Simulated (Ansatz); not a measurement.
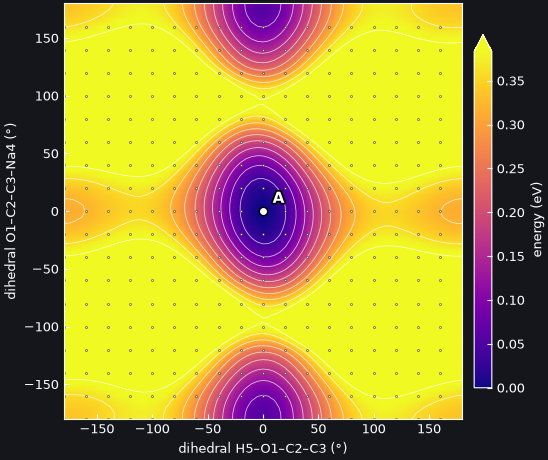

C2H2NaO, SMILES OC=[C-][Na], charge −1. First axis: dihedral H5–O1–C2–C3. Second axis: dihedral O1–C2–C3–Na4. Nothing is relaxed (all other coordinates rigid). The grid has 18 × 18 points; 164 points were computed and 160 follow by symmetry. Points are written as (first, second). Energies: eV, counted from the lowest grid point. The dihedral twists a double bond; near 90° a spin-restricted reference is unreliable. Level of theory: RKS PBE0-D4/def2-SVPD in Ansatz.

The picture shows a smooth colour map with a few white contour lines, dots at the grid points, one colour for all values above the top of the scale, the well A. Between grid points the surface is interpolated.

> Where is the minimum, and how stiff is the well along each coordinate? Take the well at A.

The interpolated minimum is at dihedral H5–O1–C2–C3 ≈ 0°, dihedral O1–C2–C3–Na4 ≈ 0°. The curvatures there are about 0.67 eV/rad² and 0.29 eV/rad², with a cross term of about 0.03 eV/rad². Round the minimum the two coordinates are weakly coupled (coupling 0.07 in units of the two stiffnesses).
